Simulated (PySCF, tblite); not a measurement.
# C4H11BO2: dynamics, then NMR shifts on frames, part 1 of 2

Aim: move C4H11BO2 (`CB(O)OC(C)C`) away from its starting geometry and see how NMR shifts follow the geometry.

The runs use tblite 0.8.0 and PySCF 2.14.0, with density-fitted response routines of our own; the level of theory stands in each step. All values are computed, except where a source is named. Atoms count from 0, in the outputs and in this text.

### Step 1. Starting geometry

18 atoms, charge 0, multiplicity 1; geometry from: GFN2-xTB.

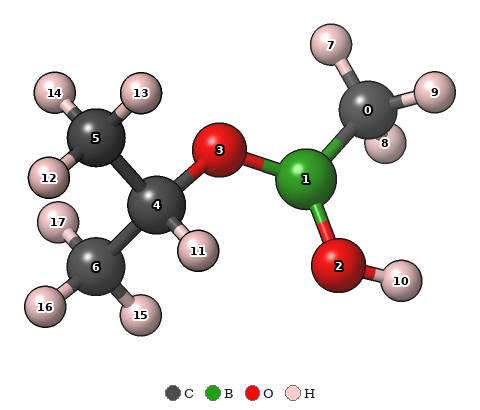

As it starts; carbon dark grey, boron green, oxygen red, hydrogen pink, atoms numbered.

### Step 2. A short Langevin run with GFN2-xTB

Job settings and geometry (Å):

```
{"job": {"kind": "md", "xc": "GFN2-xTB", "basis": "xTB", "temperature": 600, "steps": 2000, "every": 50, "frames": 5}, "charge": 0, "multiplicity": 1}
C      2.745234    -0.588897     0.050628
B      1.347614     0.103964     0.399857
O      1.200237     0.962741     1.455461
O      0.296233    -0.174496    -0.388481
C     -1.005520     0.357677    -0.178998
C     -1.682979     0.504564    -1.538776
C     -1.792183    -0.572883     0.742136
H      2.666578    -1.215331    -0.831441
H      3.089651    -1.213442     0.872786
H      3.519760     0.152463    -0.135262
H      1.995557     1.132787     1.956450
H     -0.912942     1.341942     0.298960
H     -2.670064     0.942010    -1.416749
H     -1.088663     1.144387    -2.186072
H     -1.779504    -0.469982    -2.010131
H     -1.302865    -0.627714     1.711174
H     -2.805102    -0.202579     0.874943
H     -1.829802    -1.570895     0.311859
```

Method: GFN2-xTB Langevin dynamics, gas phase.

Command:

```
OMP_NUM_THREADS=1 python probes_run.py task.json out
```

The driver reads the jobs from task.json and runs them one after another.

What it wrote:

```text
t/fs     T/K      E/eV
    0.0   508.9   -642.93168
   25.0   218.5   -642.28031
   50.0   298.0   -642.10625
   75.0   395.0   -642.34681
  100.0   565.4   -642.30269
  125.0   475.7   -642.27640
  150.0   415.7   -642.25810
  175.0   418.5   -642.22027
  200.0   499.1   -642.15377
  225.0   354.6   -642.13492
  250.0   439.7   -641.91474
  275.0   443.0   -641.97395
  300.0   468.1   -642.05970
  325.0   398.2   -641.78290
  350.0   555.9   -641.79432
  375.0   667.3   -641.79272
  400.0   632.5   -641.30813
  425.0   757.2   -641.31221
  450.0   603.0   -640.95674
  475.0   551.0   -641.41297
  500.0   583.1   -641.54785
  525.0   562.9   -641.60152
  550.0   792.1   -641.92646
  575.0   479.2   -641.25856
  600.0   810.7   -641.70110
  625.0   834.6   -641.50175
  650.0   670.0   -641.39261
  675.0   480.3   -640.89933
  700.0   551.4   -641.33759
  725.0   545.9   -641.60875
  750.0   695.0   -641.81240
  775.0   722.7   -641.57214
  800.0   698.8   -641.74733
  825.0   661.4   -641.73041
  850.0   700.2   -641.94207
  875.0   714.8   -641.66353
  900.0   629.1   -641.56272
  925.0   600.5   -641.62941
  950.0   419.5   -641.63476
  975.0   463.3   -641.85316
 1000.0   397.4   -641.69223
```

Run time: 8.9 s. Hardware: 1 thread of Arm Neoverse V2, shared host; peak memory 0.18 GiB.

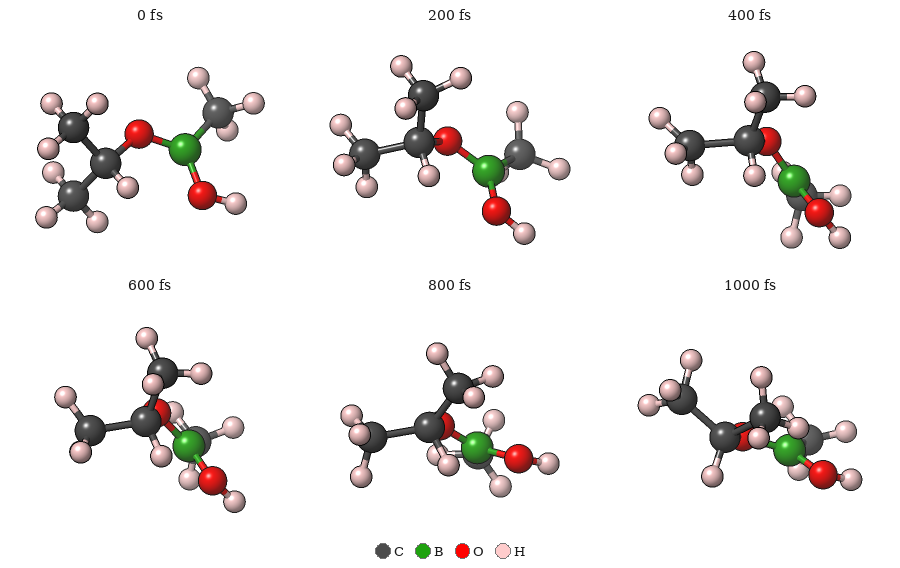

Frames of the run.

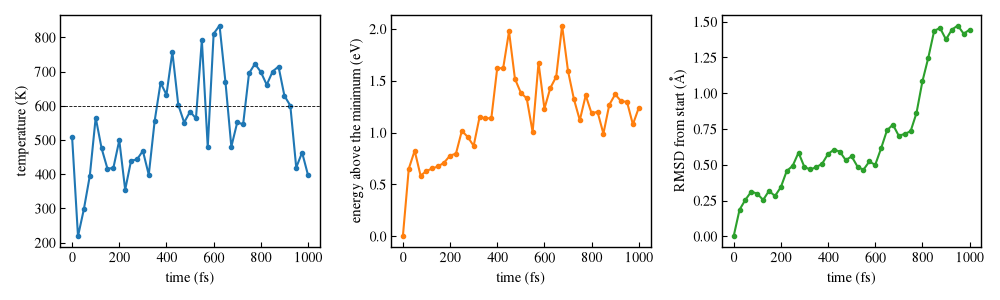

Temperature, potential energy and distance from the start.

Positions (Å) and forces (eV/Å) at 1000 fs:

```xyz
18

C     2.522   -2.260    1.185   -1.928   -2.471   -1.017
B     1.548   -1.098    0.786   -1.442    1.529   -0.263
O     1.848    0.176    1.269   -0.106   -0.788   -0.281
O     0.421   -1.270   -0.002    1.744   -0.286    0.878
C    -0.404   -0.294   -0.577   -0.088    0.669   -1.485
C     0.386    0.987   -1.212    0.990   -5.075    1.398
C    -1.079   -0.984   -1.768   -0.640    0.604   -2.174
H     2.251   -2.805    2.108   -0.206    0.320   -0.444
H     3.555   -2.085    1.292    1.024    0.534   -0.302
H     2.315   -2.986    0.330    0.812    0.393    1.161
H     2.636    0.009    1.769    0.422    0.700    0.489
H    -1.142    0.053    0.192    0.430   -0.167   -0.581
H     0.640    0.766   -2.235    0.050    0.186   -0.060
H    -0.208    1.771   -1.053   -1.827    3.073    0.256
H     1.236    0.921   -0.553    0.509    0.977   -0.330
H    -1.721   -1.839   -1.600   -0.370    0.224    0.710
H    -1.591   -0.237   -2.440   -0.254   -0.394    1.236
H    -0.414   -1.378   -2.550    0.881   -0.028    0.809
```

### Step 3. Nuclear shieldings: 250 fs, PBE0/pcSseg-1

Job settings and geometry (Å):

```
{"job": {"kind": "nmr", "xc": "PBE0", "basis": "pcSseg-1", "pop": false}, "charge": 0, "multiplicity": 1}
C      2.120900    -1.292000     1.617600
B      0.906700    -0.287400     0.986700
O      0.677100     0.843400     1.661000
O      0.007200    -0.857600     0.061300
C     -0.885600    -0.060600    -0.682200
C     -0.087000     0.435100    -1.996000
C     -2.142200    -0.856500    -0.907900
H      2.667300    -1.830300     0.846100
H      1.631000    -2.054200     2.234100
H      2.888800    -0.731400     2.137600
H      0.982900     0.967100     2.514100
H     -1.095400     0.856600    -0.073900
H     -0.724100     1.182300    -2.662000
H      0.766100     0.935500    -1.606200
H      0.314700    -0.413300    -2.617400
H     -2.821200    -0.934600     0.010500
H     -2.854000    -0.484500    -1.694700
H     -1.946900    -1.882500    -1.080900
```

Level: GIAO PBE0/pcSseg-1 NMR shielding, non-relativistic, gas phase.

What it wrote:

```text
coarse grid: 14424 points
cycle   1  E = -333.7887623953  dE =  5.190e-01  |g| = 8.755e-01  |ddm| = 3.429e+00
cycle   2  E = -333.6747266142  dE =  1.140e-01  |g| = 1.194e+00  |ddm| = 1.354e+00
cycle   3  E = -333.9326263294  dE = -2.579e-01  |g| = 1.202e-01  |ddm| = 8.401e-01
cycle   4  E = -333.9351743807  dE = -2.548e-03  |g| = 4.179e-02  |ddm| = 9.386e-02
cycle   5  E = -333.9354832343  dE = -3.089e-04  |g| = 1.394e-02  |ddm| = 3.230e-02
cycle   6  E = -333.9355182970  dE = -3.506e-05  |g| = 3.132e-03  |ddm| = 1.065e-02
cycle   7  E = -333.9355202470  dE = -1.950e-06  |g| = 5.464e-04  |ddm| = 2.254e-03
final grid: 137552 points
cycle   8  E = -333.9964787515  dE = -3.844e-05  |g| = 1.030e-02  |ddm| = 2.336e-02
cycle   9  E = -333.9964606955  dE =  1.806e-05  |g| = 1.433e-02  |ddm| = 1.490e-02
cycle  10  E = -333.9965003587  dE = -3.966e-05  |g| = 1.220e-03  |ddm| = 8.699e-03
cycle  11  E = -333.9965006553  dE = -2.966e-07  |g| = 2.549e-04  |ddm| = 1.025e-03
cycle  12  E = -333.9965006656  dE = -1.024e-08  |g| = 1.235e-04  |ddm| = 2.416e-04
cycle  13  E = -333.9965006682  dE = -2.591e-09  |g| = 2.379e-05  |ddm| = 8.255e-05
cycle  14  E = -333.9965006683  dE = -1.107e-10  |g| = 5.984e-06  |ddm| = 2.092e-05
converged SCF energy = -333.9965006683

GIAO shielding tensors (ppm)
atom      isotropic    diamagn.    paramagn.     s11        s22        s33       span
  0 C      181.635     253.967     -72.332    169.520    178.380    197.006     27.486
  1 B       68.450     191.212    -122.763     52.485     63.826     89.037     36.552
  2 O      200.901     391.348    -190.448     52.508    258.389    291.807    239.299
  3 O      167.791     397.999    -230.209     39.127    194.976    269.269    230.142
  4 C      116.591     242.992    -126.402     85.171    114.957    149.643     64.472
  5 C      145.596     249.539    -103.943    116.412    142.023    178.352     61.940
  6 C      164.087     243.487     -79.400    145.570    156.074    190.615     45.045
  7 H       31.383      31.619      -0.235     27.104     29.833     37.213     10.109
  8 H       30.990      30.222       0.769     27.352     28.848     36.771      9.419
  9 H       31.935      30.438       1.497     27.773     30.164     37.867     10.093
 10 H       28.235      34.510      -6.275     22.836     24.778     37.092     14.256
 11 H       26.096      31.874      -5.779     23.007     27.252     28.028      5.021
 12 H       28.311      27.313       0.998     24.712     25.612     34.609      9.897
 13 H       30.918      32.915      -1.996     27.241     30.807     34.706      7.465
 14 H       29.024      29.384      -0.360     26.652     27.340     33.079      6.427
 15 H       29.023      28.033       0.991     25.048     26.714     35.308     10.260
 16 H       29.713      27.066       2.647     25.271     27.384     36.485     11.214
 17 H       30.855      29.901       0.954     27.400     29.112     36.053      8.653
```

It took 20 s on 1 thread of Arm Neoverse V2, shared host; peak memory 0.78 GiB.

Shifts follow as δ = σ(reference) − σ, with reference shieldings (ppm) from runs at the same level and on the same kind of geometry: 1H TMS 31.72, 13C TMS 186.9, 17O H2O 336.1, 11B BF3·OEt2 100.1. The references are single molecules in the gas phase, so shifts against H2O, NH3, PH3, H3PO4 or CFCl3 are not on the usual liquid scales and can be off by tens of ppm. Each atom is listed at this fixed geometry, with no averaging over motion; a spectrum would average atoms that exchange fast.

| atoms | environment | σ (ppm) | δ (ppm) |
| --- | --- | --- | --- |
| C4 | sp3 CH bonded to O | 116.6 | 70.3 |
| C5 | methyl carbon | 145.6 | 41.3 |
| C6 | methyl carbon | 164.1 | 22.8 |
| C0 | methyl carbon bonded to B | 181.6 | 5.3 |
| H11 | hydrogen on an sp3 CH bonded to O | 26.10 | 5.62 |
| H10 | hydrogen on an oxygen bonded to B | 28.24 | 3.48 |
| H12 | hydrogen on a methyl carbon | 28.31 | 3.41 |
| H15 | hydrogen on a methyl carbon | 29.02 | 2.69 |
| H14 | hydrogen on a methyl carbon | 29.02 | 2.69 |
| H16 | hydrogen on a methyl carbon | 29.71 | 2.00 |
| H17 | hydrogen on a methyl carbon | 30.86 | 0.86 |
| H13 | hydrogen on a methyl carbon | 30.92 | 0.80 |
| H8 | hydrogen on a methyl carbon bonded to B | 30.99 | 0.73 |
| H7 | hydrogen on a methyl carbon bonded to B | 31.38 | 0.33 |
| H9 | hydrogen on a methyl carbon bonded to B | 31.93 | -0.22 |
| B1 | boron bonded to C, 2 O | 68.4 | 31.6 |
| O3 | oxygen bonded to C, B | 167.8 | 168.3 |
| O2 | oxygen bonded to B, H | 200.9 | 135.2 |

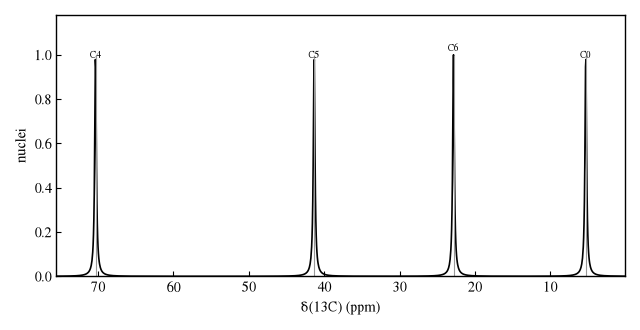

13C lines at the computed shifts, without couplings. Lines are broadened to a width of 0.26 ppm (Lorentzian).

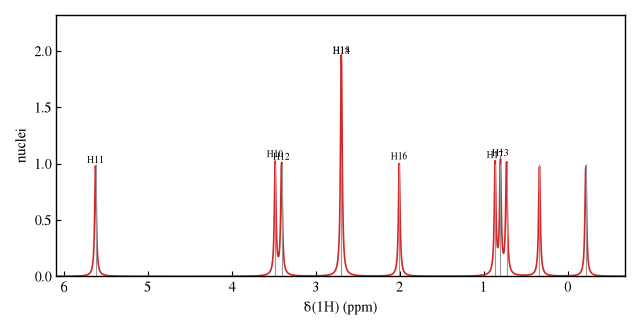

1H lines at the computed shifts, without couplings. Lines are broadened to a width of 0.02 ppm (Lorentzian).

### Step 4. Shielding tensors: 425 fs, PBE0/pcSseg-1

Job settings and geometry (Å):

```
{"job": {"kind": "nmr", "xc": "PBE0", "basis": "pcSseg-1", "pop": false}, "charge": 0, "multiplicity": 1}
C      1.732700    -2.169200     1.981800
B      1.299300    -0.929000     1.172900
O      1.338200     0.270300     1.849900
O      0.971100    -0.995900    -0.139500
C      0.094900    -0.013400    -0.627200
C      0.514800     0.654900    -1.987600
C     -1.308100    -0.718800    -0.927600
H      1.763600    -3.079600     1.460500
H      1.329500    -2.291100     2.989600
H      2.721500    -1.933200     2.172600
H      2.072500     0.146600     2.395000
H     -0.163600     0.772500     0.087400
H      0.068000     1.682900    -2.308000
H      1.511100     1.077100    -1.720100
H      0.733000    -0.115900    -2.742000
H     -1.500200    -1.301700    -0.004900
H     -1.982800     0.010600    -1.377800
H     -1.212300    -1.357200    -1.748800
```

Level: GIAO PBE0/pcSseg-1 NMR shielding, non-relativistic, gas phase.

What it wrote:

```text
coarse grid: 14424 points
cycle   1  E = -333.7640877344  dE =  7.666e-01  |g| = 8.845e-01  |ddm| = 3.477e+00
cycle   2  E = -333.6670479487  dE =  9.704e-02  |g| = 1.165e+00  |ddm| = 1.373e+00
cycle   3  E = -333.9135426858  dE = -2.465e-01  |g| = 1.045e-01  |ddm| = 8.212e-01
cycle   4  E = -333.9155749584  dE = -2.032e-03  |g| = 3.270e-02  |ddm| = 8.286e-02
cycle   5  E = -333.9157953592  dE = -2.204e-04  |g| = 9.380e-03  |ddm| = 2.635e-02
cycle   6  E = -333.9158105608  dE = -1.520e-05  |g| = 3.482e-03  |ddm| = 8.725e-03
cycle   7  E = -333.9158127164  dE = -2.156e-06  |g| = 5.780e-04  |ddm| = 2.384e-03
final grid: 137552 points
cycle   8  E = -333.9769681175  dE = -4.304e-05  |g| = 1.063e-02  |ddm| = 2.412e-02
cycle   9  E = -333.9769506358  dE =  1.748e-05  |g| = 1.449e-02  |ddm| = 1.531e-02
cycle  10  E = -333.9769910312  dE = -4.040e-05  |g| = 1.277e-03  |ddm| = 8.892e-03
cycle  11  E = -333.9769913543  dE = -3.231e-07  |g| = 2.345e-04  |ddm| = 1.083e-03
cycle  12  E = -333.9769913627  dE = -8.367e-09  |g| = 1.219e-04  |ddm| = 2.361e-04
cycle  13  E = -333.9769913652  dE = -2.526e-09  |g| = 2.483e-05  |ddm| = 8.639e-05
cycle  14  E = -333.9769913653  dE = -1.154e-10  |g| = 5.411e-06  |ddm| = 2.146e-05
converged SCF energy = -333.9769913653

GIAO shielding tensors (ppm)
atom      isotropic    diamagn.    paramagn.     s11        s22        s33       span
  0 C      192.816     251.415     -58.599    180.551    188.059    209.839     29.288
  1 B       65.998     191.804    -125.806     43.848     64.655     89.490     45.643
  2 O      212.266     388.654    -176.388     77.193    257.243    302.360    225.167
  3 O      178.734     395.961    -217.227     54.759    193.293    288.149    233.389
  4 C      117.283     245.086    -127.803     84.105    110.483    157.261     73.156
  5 C      159.974     248.411     -88.437    136.185    152.456    191.279     55.094
  6 C      150.669     249.600     -98.931    119.891    140.103    192.015     72.124
  7 H       32.566      31.304       1.263     27.469     30.532     39.698     12.230
  8 H       31.292      29.654       1.638     27.304     28.885     37.687     10.383
  9 H       33.573      30.436       3.137     29.748     31.780     39.190      9.441
 10 H       30.547      33.398      -2.852     23.532     28.724     39.384     15.852
 11 H       26.992      33.646      -6.654     23.290     28.365     29.320      6.029
 12 H       28.059      27.591       0.467     24.483     25.270     34.424      9.941
 13 H       29.526      30.238      -0.712     25.225     28.653     34.699      9.475
 14 H       29.896      29.303       0.593     26.517     27.936     35.236      8.719
 15 H       29.654      30.910      -1.255     25.336     28.652     34.974      9.638
 16 H       30.095      31.159      -1.063     26.761     27.812     35.712      8.951
 17 H       31.061      32.861      -1.801     29.339     29.731     34.112      4.772
```

Wall time 20 s (1 thread of Arm Neoverse V2, shared host); peak memory 0.82 GiB.

Key values: δ C4 69.6, C6 36.3, C5 27.0, C0 -5.9, H11 4.73, H12 3.66 ppm.

(Continued in part 2 of 2.)
